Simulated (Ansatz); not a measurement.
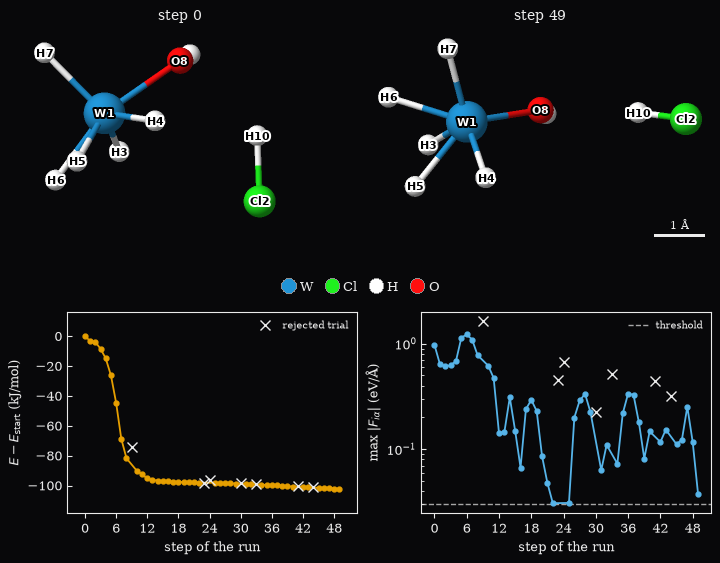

First and last geometry of a relaxation of WH7OCl, with the history of the run. A ball-and-stick model, seen at a tilt.

The run prepares an end point of a later path (reaction) calculation, from a guessed geometry.

Theory: Ansatz, RHF/def2-SVP. (no spin polarisation; force threshold 0.03 eV/Å; at most 50 steps)

Did the run converge, and what did it change?

Answer. The relaxation stopped without meeting its thresholds, so the last structure isn't shown to be converged. It used up its limit of 50 steps. The Cl atom moves most after the best rigid fit: 2.26 Å. Largest moves by element: Cl 2.26 Å, H 1.77 Å, O 1.10 Å, W 0.20 Å. Near-neighbour distances that change, for instance: Cl–W 3.593 → 4.444 Å, O–W 1.950 → 1.897 Å, Cl–H 1.323 → 1.277 Å, H–W 1.659 → 1.700 Å. Bond angles that change, for instance: H–W–H 116.8° → 62.3°, H–W–H 98.9° → 65.6°, H–W–O 79.2° → 110.2°. The energy falls by 102.3 kJ/mol in 42 accepted moves (49 points after the start). Largest force component: 0.97 eV/Å at the start, 0.037 eV/Å at the end. The line search rejected the trial steps at points 9, 23, 24, 30, 33, 41, 44 of the run.

Limits of the set-up: the start holds two separate molecules, 2.2 Å apart at their closest, whose relative position is a soft coordinate and is computed without a dispersion correction; Hartree-Fock leaves out electron correlation.
